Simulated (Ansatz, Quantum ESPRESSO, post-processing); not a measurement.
# Gate doping of 1T-TiO2, 2 layers, AB stacking, part 4 of 9

How rigid are the bands of 1T-TiO2, 2 layers, AB stacking under field-effect doping?

Quantum ESPRESSO 7.5; plane-wave DFT, PBE, GBRV ultrasoft pseudopotentials; geometry by Ansatz 0.2.0 with PAW datasets.

So far. Step 3 (SCF with pw.x: neutral sheet, no gate): The run needed 24 iterations to bring the estimated error under 1e-07 Ry. Step 6 (Band structure: neutral sheet, no gate): Along this path the valence top lies between K and Γ and the conduction bottom at Γ.

### Step 7. Ground state: charge -0.0155 e against a gate

gate = .true. adds a charged plate at zgate that balances tot_charge; a barrier (block_1 to block_2, block_height) keeps the electrons off it, and dipfield leaves the far side free of field. Negative tot_charge adds electrons. The total energies that the log prints beside a gate are not used here.

File g1.in:

```
&control
  prefix = 'g1'
  outdir = './out'
  pseudo_dir = './pseudo'
  calculation = 'scf'
  tprnfor = .true.
  tefield = .true.
  dipfield = .true.
  gate = .true.
/
&system
  ibrav = 0
  nat = 6
  ntyp = 2
  ecutwfc = 40
  ecutrho = 200
  occupations = 'smearing'
  smearing = 'fd'
  degauss = 0.004
  edir = 3
  emaxpos = 0.179911
  eopreg = 0.01
  eamp = 0.0
  zgate = 0.191911
  block = .true.
  block_1 = 0.125735
  block_2 = 0.258087
  block_height = 2.0
  tot_charge = -0.0155
  nbnd = 30
/
&electrons
  conv_thr = 1e-07
  mixing_beta = 0.4
  electron_maxstep = 120
  mixing_mode = 'local-TF'
  startingpot = 'file'
/
ATOMIC_SPECIES
  O   15.9990  o_pbe_v1.2.uspp.F.UPF
  Ti  47.8670  ti_pbe_v1.4.uspp.F.UPF
CELL_PARAMETERS angstrom
  2.97899948869649 -0.00000000000000 -0.00000000000000
  -1.48949974434824 2.57988923507201 0.00000000000000
  -0.00000000000000 0.00000000000000 30.22238424610000
ATOMIC_POSITIONS crystal
  O   0.666666666667 0.333333333333 0.393906882657
  Ti  0.000000000000 0.000000000000 0.425961922492
  O   0.333333333333 0.666666666667 0.457777996127
  O   -0.000000000000 0.000000000000 0.542222005052
  Ti  0.333333333333 0.666666666667 0.574038074779
  O   0.666666666667 0.333333333333 0.606093118894
K_POINTS automatic
  12 12 1 0 0 0
```

The run is started by

```sh
> cp -r out/g0.save out/g1.save
> OMP_NUM_THREADS=1 mpirun -n 4 pw.x -nk 4 -in g1.in > g1.out
```

Log:

```text
[banner, memory and clock lines left out]
Program PWSCF v.7.5 starts
[citation notice left out]

[...]
Message from routine setup:
[...]
bravais-lattice index     =            0
     lattice parameter (alat)  =       5.6295  a.u.
     unit-cell volume          =    1567.4612 (a.u.)^3
     number of atoms/cell      =            6
     number of atomic types    =            2
     number of electrons       =        48.02
     number of Kohn-Sham states=           30
     kinetic-energy cutoff     =      40.0000  Ry
     charge density cutoff     =     200.0000  Ry
     scf convergence threshold =      1.0E-07
     mixing beta               =       0.4000
     number of iterations used =            8  local-TF  mixing
     Exchange-correlation=  SLA  PW   PBX  PBC
                           (   1   4   3   4   0   0   0)

[...]
PseudoPot. # 1 for O  read from file:
     ./pseudo/o_pbe_v1.2.uspp.F.UPF
     Pseudo is Ultrasoft + core correction, Zval =  6.0
     Generated by new atomic code, or converted to UPF format
     Using radial grid of  737 points,  5 beta functions with:
                l(1) =   0
                l(2) =   0
                l(3) =   1
                l(4) =   1
                l(5) =   2
     Q(r) pseudized with  8 coefficients,  rinner =    0.900   0.900   0.900
                                                       0.900   0.900

     PseudoPot. # 2 for Ti read from file:
     ./pseudo/ti_pbe_v1.4.uspp.F.UPF
     Pseudo is Ultrasoft + core correction, Zval = 12.0
     Generated by new atomic code, or converted to UPF format
     Using radial grid of  851 points,  6 beta functions with:
                l(1) =   0
                l(2) =   0
                l(3) =   1
                l(4) =   1
                l(5) =   2
                l(6) =   2
     Q(r) pseudized with  6 coefficients,  rinner =    1.000   1.000   1.000
                                                       1.000   1.000

     atomic species   valence    mass     pseudopotential
     O                 6.00    15.99900     O ( 1.00)
     Ti               12.00    47.86700     Ti( 1.00)

      6 Sym. Ops. (no inversion) found ( 6 have fractional translation)

                                    s                        frac. trans.

      isym =  1     identity

 cryst.   s( 1) = (     1          0          0      )
                  (     0          1          0      )
                  (     0          0          1      )

 cart.    s( 1) = (  1.0000000 -0.0000000  0.0000000 )
                  (  0.0000000  1.0000000  0.0000000 )
                  (  0.0000000  0.0000000  1.0000000 )

      isym =  2     120 deg rotation - cryst. axis [0,0,1]

 cryst.   s( 2) = (     0          1          0      )
                  (    -1         -1          0      )
                  (     0          0          1      )

 cart.    s( 2) = ( -0.5000000 -0.8660254  0.0000000 )
                  (  0.8660254 -0.5000000  0.0000000 )
                  (  0.0000000  0.0000000  1.0000000 )

      isym =  3     120 deg rotation - cryst. axis [0,0,-1]

 cryst.   s( 3) = (    -1         -1          0      )
                  (     1          0          0      )
                  (     0          0          1      )

 cart.    s( 3) = ( -0.5000000  0.8660254  0.0000000 )
                  ( -0.8660254 -0.5000000  0.0000000 )
                  (  0.0000000  0.0000000  1.0000000 )

      isym =  4     inv. 180 deg rotation - cart. axis [1,0,0]

 cryst.   s( 4) = (    -1          0          0      )
                  (     1          1          0      )
                  (     0          0          1      )

 cart.    s( 4) = ( -1.0000000  0.0000000  0.0000000 )
                  (  0.0000000  1.0000000  0.0000000 )
                  (  0.0000000  0.0000000  1.0000000 )

      isym =  5     inv. 180 deg rotation - cryst. axis [0,1,0]

 cryst.   s( 5) = (     1          1          0      )
                  (     0         -1          0      )
                  (     0          0          1      )

 cart.    s( 5) = (  0.5000000  0.8660254  0.0000000 )
                  (  0.8660254 -0.5000000  0.0000000 )
                  (  0.0000000  0.0000000  1.0000000 )

      isym =  6     inv. 180 deg rotation - cryst. axis [1,1,0]

 cryst.   s( 6) = (     0         -1          0      )
                  (    -1          0          0      )
                  (     0          0          1      )

 cart.    s( 6) = (  0.5000000 -0.8660254  0.0000000 )
                  ( -0.8660254 -0.5000000  0.0000000 )
                  (  0.0000000  0.0000000  1.0000000 )

[...]
number of k points=    19  Fermi-Dirac smearing, width (Ry)=  0.0040
[...]
Dense  grid:    74813 G-vectors     FFT dimensions: (  27,  27, 270)

     Smooth grid:    53593 G-vectors     FFT dimensions: (  24,  24, 240)

     Dynamical RAM for                 wfc:       3.07 MB

     Dynamical RAM for     wfc (w. buffer):      18.39 MB

     Dynamical RAM for           str. fact:       2.28 MB

     Dynamical RAM for           local pot:       0.00 MB

     Dynamical RAM for          nlocal pot:       8.99 MB

     Dynamical RAM for                qrad:       2.27 MB

     Dynamical RAM for          rho,v,vnew:       7.93 MB

     Dynamical RAM for               rhoin:       2.64 MB

     Dynamical RAM for            rho*nmix:      18.26 MB

     Dynamical RAM for           G-vectors:       4.69 MB

     Dynamical RAM for          h,s,v(r/c):       0.16 MB

     Dynamical RAM for          <psi|beta>:       0.04 MB

     Dynamical RAM for                 psi:       6.13 MB

     Dynamical RAM for                hpsi:       6.13 MB

     Dynamical RAM for                spsi:       6.13 MB

     Dynamical RAM for      wfcinit/wfcrot:       6.15 MB

     Dynamical RAM for           addusdens:      55.08 MB

     Dynamical RAM for          addusforce:      56.52 MB

     Adding charged plate to compensate the charge of the system - add_gatefield
     see PRB 89, 245406 (2014), works only for 2D systems perpendicular to z
                                i.e. 3rd lattice vector is (0,0,c)

        prefactor of the potential in [Ha a.u.]:    -0.003548
               position of the gate within cell:     0.19191
         ion-gate + gate-gate contribution to the total energy:    -4.029532
                         gate-gate contribution:     0.000524

[...]
total energy              =    -371.64600799 Ry
     estimated scf accuracy    <       0.00000099 Ry

     iteration # 16     ecut=    40.00 Ry     beta= 0.40
[...]
---- Real-time Memory Report at c_bands before calling an iterative solver
           198 MiB given to the printing process from OS
           123 MiB allocation reported by mallinfo(arena+hblkhd)
[...]
------------------
[...]
negative rho (up, down):  8.328E-03 0.000E+00

[...]
Dipole               -0.1700 Ry au,         -0.4320 Debye
[...]
total energy              =    -371.64600809 Ry
     estimated scf accuracy    <       0.00000058 Ry

     iteration # 17     ecut=    40.00 Ry     beta= 0.40
[...]
---- Real-time Memory Report at c_bands before calling an iterative solver
           198 MiB given to the printing process from OS
           123 MiB allocation reported by mallinfo(arena+hblkhd)
[...]
------------------
[...]
negative rho (up, down):  8.286E-03 0.000E+00

[...]
Dipole               -0.1708 Ry au,         -0.4341 Debye
[...]
End of self-consistent calculation

          k = 0.0000 0.0000 0.0000 (  6715 PWs)   bands (ev):

   -59.9570 -59.8712 -36.2368 -36.1496 -35.9475 -35.9475 -35.8606 -35.8606
   -21.1295 -20.9849 -19.3467 -19.1756  -7.6452  -7.3281  -7.3281  -7.2241
    -7.2241  -7.0580  -4.6547  -3.8851  -3.8851  -3.8766  -3.7682  -3.7682
    -0.9379  -0.9379  -0.8458  -0.8458   0.7564   0.8864

     occupation numbers
     1.0000   1.0000   1.0000   1.0000   1.0000   1.0000   1.0000   1.0000
     1.0000   1.0000   1.0000   1.0000   1.0000   1.0000   1.0000   1.0000
     1.0000   1.0000   1.0000   1.0000   1.0000   1.0000   1.0000   1.0000
     0.2206   0.2206   0.0496   0.0496   0.0000   0.0000

          k = 0.0000 0.0962 0.0000 (  6705 PWs)   bands (ev):

   -59.9520 -59.8662 -36.2279 -36.1407 -35.9898 -35.9554 -35.9029 -35.8685
   -21.0363 -20.8926 -19.3915 -19.2256  -7.5798  -7.3701  -7.2604  -7.2563
    -7.1515  -6.9446  -4.4945  -4.2296  -4.1229  -4.0415  -3.9222  -3.7593
    -0.8382  -0.7704  -0.7445  -0.6772   0.7311   0.8577

     occupation numbers
     1.0000   1.0000   1.0000   1.0000   1.0000   1.0000   1.0000   1.0000
     1.0000   1.0000   1.0000   1.0000   1.0000   1.0000   1.0000   1.0000
     1.0000   1.0000   1.0000   1.0000   1.0000   1.0000   1.0000   1.0000
     0.0434   0.0129   0.0080   0.0023   0.0000   0.0000

[...]
the Fermi energy is    -1.0066 ev

!    total energy              =    -371.64600814 Ry
     estimated scf accuracy    <       0.00000006 Ry
     smearing contrib. (-TS)   =      -0.00025265 Ry
     internal energy E=F+TS    =    -371.64575549 Ry

     The total energy is F=E-TS. E is the sum of the following terms:
     one-electron contribution =   -5491.41766774 Ry
     hartree contribution      =    2748.61928725 Ry
     xc contribution           =     -65.25796322 Ry
     ewald contribution        =    2440.43988670 Ry
     electric field correction =       0.00023386 Ry
     gate field correction     =      -4.02953233 Ry

     convergence has been achieved in  17 iterations

     negative rho (up, down):  8.286E-03 0.000E+00

     Forces acting on atoms (cartesian axes, Ry/au):

     atom    1 type  1   force =     0.00000000    0.00000000   -0.00651181
     atom    2 type  2   force =     0.00000000    0.00000000    0.00153805
     atom    3 type  1   force =     0.00000000    0.00000000   -0.00138350
     atom    4 type  1   force =     0.00000000    0.00000000   -0.00101186
     atom    5 type  2   force =     0.00000000    0.00000000    0.00516230
     atom    6 type  1   force =     0.00000000    0.00000000    0.00220682
     The non-local contrib.  to forces
     atom    1 type  1   force =     0.00000000    0.00000000    0.79297554
     atom    2 type  2   force =    -0.00000000    0.00000000   -0.00142949
     atom    3 type  1   force =     0.00000000   -0.00000000   -0.81891465
     atom    4 type  1   force =     0.00000000    0.00000000    0.80988243
     atom    5 type  2   force =     0.00000000   -0.00000000   -0.00019266
     atom    6 type  1   force =     0.00000000    0.00000000   -0.81589915
     The ionic contribution  to forces
     atom    1 type  1   force =    -0.00000000    0.00000000  -79.86303813
     atom    2 type  2   force =    -0.00000000    0.00000000  -92.74434445
     atom    3 type  1   force =     0.00000000   -0.00000000  -12.93034555
     atom    4 type  1   force =    -0.00000000    0.00000000   12.93034675
     atom    5 type  2   force =     0.00000000   -0.00000000   92.74434199
     atom    6 type  1   force =    -0.00000000    0.00000000   79.86303940
     The local contribution  to forces
     atom    1 type  1   force =    -0.00000000    0.00000000   79.02442899
     atom    2 type  2   force =     0.00000000    0.00000000   92.66925558
     atom    3 type  1   force =     0.00000000   -0.00000000   13.70845579
     atom    4 type  1   force =     0.00000000    0.00000000  -13.76707360
     atom    5 type  2   force =     0.00000000   -0.00000000  -92.79094098
     atom    6 type  1   force =    -0.00000000    0.00000000  -79.07160502
     The core correction contribution to forces
     atom    1 type  1   force =    -0.00000000    0.00000000   -0.00294558
     atom    2 type  2   force =    -0.00000000    0.00000000    0.00009634
     atom    3 type  1   force =     0.00000000   -0.00000000    0.00316047
     atom    4 type  1   force =    -0.00000000    0.00000000   -0.00310355
     atom    5 type  2   force =    -0.00000000    0.00000000   -0.00022283
     atom    6 type  1   force =    -0.00000000    0.00000000    0.00308806
     The Hubbard contrib.    to forces
     atom    1 type  1   force =     0.00000000    0.00000000    0.00000000
     atom    2 type  2   force =     0.00000000    0.00000000    0.00000000
     atom    3 type  1   force =     0.00000000    0.00000000    0.00000000
     atom    4 type  1   force =     0.00000000    0.00000000    0.00000000
     atom    5 type  2   force =     0.00000000    0.00000000    0.00000000
     atom    6 type  1   force =     0.00000000    0.00000000    0.00000000
     The SCF correction term to forces
     atom    1 type  1   force =     0.00000000    0.00000000    0.00019707
     atom    2 type  2   force =    -0.00000000    0.00000000   -0.00026070
     atom    3 type  1   force =    -0.00000000   -0.00000000   -0.00017038
     atom    4 type  1   force =     0.00000000    0.00000000   -0.00030315
     atom    5 type  2   force =    -0.00000000    0.00000000   -0.00082261
     atom    6 type  1   force =    -0.00000000   -0.00000000   -0.00021625

     Gate contribution to forces:
     atom    1 type  1   force =     0.00000000    0.00000000    0.02537908
     atom    2 type  2   force =     0.00000000    0.00000000    0.04529832
     atom    3 type  1   force =     0.00000000    0.00000000    0.01993959
     atom    4 type  1   force =     0.00000000    0.00000000    0.01274804
     atom    5 type  2   force =     0.00000000    0.00000000    0.02007695
     atom    6 type  1   force =     0.00000000    0.00000000    0.00730855

     Total force =     0.008901     Total SCF correction =     0.000975
     SCF correction compared to forces is large: reduce conv_thr to get better values

[...]
```

It took 43 s on 4 MPI ranks of Arm Neoverse V1, shared host; peak memory 0.63 GiB.

Numbers from this step:

- Fermi energy: -1.007 eV

The program's own clock; routines nest. Time by routine:

```
     routine  wall time (s)  calls
       PWSCF          42.75      1
   electrons          40.98      1
     c_bands           25.8     17
     cegterg          24.57     85
       h_psi          19.08    357
        fftw          17.48  15428
    vloc_psi          15.83    357
     mix_rho           6.52     17
    sum_band           5.73     17
        ffts           4.28   2003
sum_band:loo           3.98     17
      calbec           2.34    462
cegterg:last           1.66    179
h_psi:calbec            1.6    357
```

The run needed 17 iterations to bring the estimated error under 1e-07 Ry.

### Step 8. Density by pp.x

File g1.rho.in:

```
&inputpp
  prefix = 'g1'
  outdir = './out'
  filplot = 'g1.rho.dat'
  plot_num = 0
/
```

The run is started by

```sh
> OMP_NUM_THREADS=1 mpirun -n 4 pp.x -in g1.rho.in > g1.rho.out
```

Elapsed: 0.97 s, on 4 MPI ranks; peak memory 0.11 GiB; 3.5 s of CPU time.

Numbers from this step:

- electrons by integration: 48.02 e

The density integrates to 48.016 electrons, as the 48.02 of the input ask.

### Step 9. Potential by pp.x

The potential should show the barrier, the kink at the plate, the step of the dipole correction and a flat far side.

File g1.pot.in:

```
&inputpp
  prefix = 'g1'
  outdir = './out'
  filplot = 'g1.pot.dat'
  plot_num = 11
/
```

The run is started by

```sh
> OMP_NUM_THREADS=1 mpirun -n 4 pp.x -in g1.pot.in > g1.pot.out
```

Log:

```text
[banner, memory and clock lines left out]
Program POST-PROC v.7.5 starts
[citation notice left out]

[...]
./out/g1.save/

[...]
negative rho (up, down):  8.286E-03 0.000E+00

     Adding external electric field

     Computed dipole along edir(3) :
        Dipole               -0.1708 Ry au,         -0.4341 Debye
        Dipole field         -0.0014 Ry au,

        Potential amp.        0.1548 Ry
        Total length         56.5409 bohr

     Calling punch_plot, plot_num =  11

     Adding external electric field

     Computed dipole along edir(3) :
        Dipole               -0.1708 Ry au,         -0.4341 Debye
        Dipole field         -0.0014 Ry au,

        Potential amp.        0.1548 Ry
        Total length         56.5409 bohr

     Writing data to file  g1.pot.dat
     Message from routine chdens:
     namelist plot not found or invalid, exiting
```

Wall time 0.97 s (4 MPI ranks); peak memory 0.11 GiB.

Electrostatic potential energy of an electron, with the sawtooth; zero at the Fermi level. The potential energy, planar mean by z:

```
z (Å)  potential energy, planar mean (eV)
    0                                5.75
    2                                5.75
    4                                23.8
    6                                30.9
    8                                4.43
   10                                5.13
   12                               -11.3
   14                               -7.54
   16                               -1.66
   18                               -12.2
   20                                5.69
   22                                5.75
   24                                5.75
   26                                5.75
   28                                5.75
   30                                5.75
```

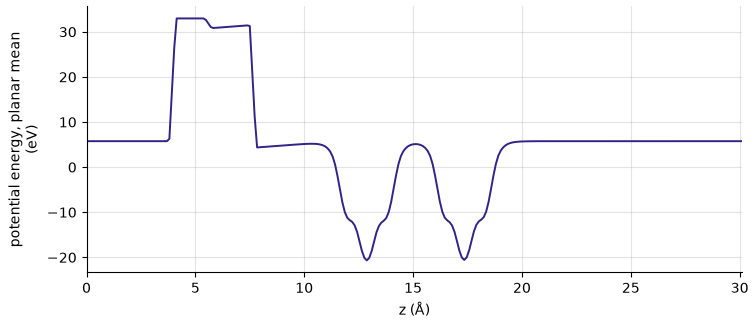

Potential energy, planar mean, plotted against z.

### Step 10. Induced charge

The planar mean oscillates, so the rows of the table below give means over windows of 2 Å about each position, cut where the curve ends. Its maxima inside the range that stand out by 2 % of the span (Å: e/Å³): 11.3: 0.00139, 12.1: 6.6e-4, 13.2: 2.6e-4, 15.8: 2.2e-4, 17.7: 6.2e-5. Its minima: 11.9: 5.4e-4, 12.9: -2.7e-4, 14.4: -2.8e-4, 17.3: -5.6e-5.

Table of planar mean by z; means over each step:

```
z (Å)  planar mean (e/Å³)
    6             -1.3e-8
    8              2.0e-6
   10              3.0e-4
   12              6.4e-4
   14             -6.6e-5
   16              1.1e-4
   18              1.4e-5
   20             -2.2e-7
   22              1.6e-8
```

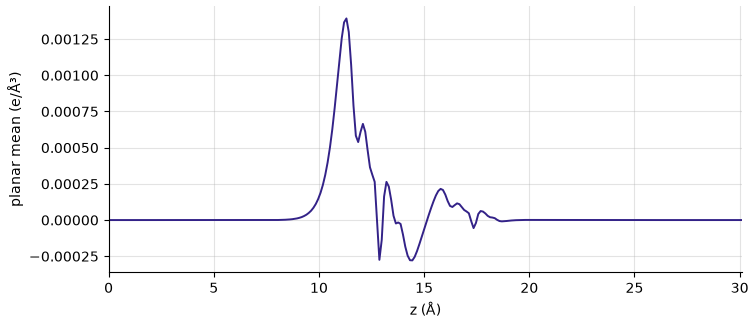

Planar mean, plotted against z.

Running integral, electrons below z against z:

```
z (Å)  running integral, electrons below z (e/Å²)
    8                                     -1.2e-7
   10                                      7.3e-5
   12                                     0.00165
   14                                     0.00196
   16                                     0.00189
   18                                     0.00201
   20                                     0.00202
   22                                     0.00202
   24                                     0.00202
   26                                     0.00202
   28                                     0.00202
   30                                     0.00202
```

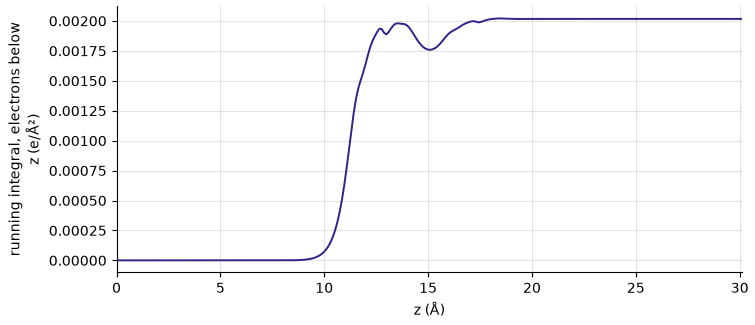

Running integral, electrons below z, plotted against z.

(Continued in part 5 of 9.)

[Logs are printed without paths, hosts, clocks, repeated set-up lines and the standing remarks that a program may print on its own settings, such as how far it seeks lower states.]

[Hosts, paths, dates, database ids (printed as entryN), source tags and the programs' standing remarks are cut or masked in the printed files.]

[Maps of the electrostatic potential energy from Ansatz leave out the sawtooth potential of an applied field or a dipole correction, so their vacuum need not be flat; planar profiles and work functions include it.]
